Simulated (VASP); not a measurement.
Band structure of TaN (space group Fm-3m). Calculation: PBE GGA, VASP's PBE PAW potentials (set 64) (plane waves; VASP).

Unless said otherwise, spin-orbit coupling is left out, though it shifts the bands of the heavy elements here.

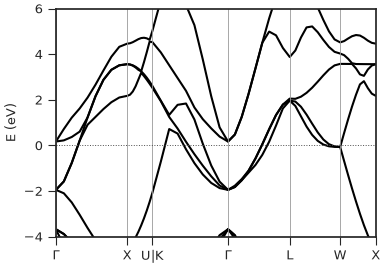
Fig. 1. Bands along high-symmetry lines, zero at the valence-band maximum or, without a gap, the Fermi level

Q: Read the plot: is there a gap, and where are the band edges?

A: It has no gap at this level: it comes out as a metal or semimetal.

The structure comes from a computed database's TaN entry; how it stands against other phases isn't given here. The cell was not relaxed at this level.
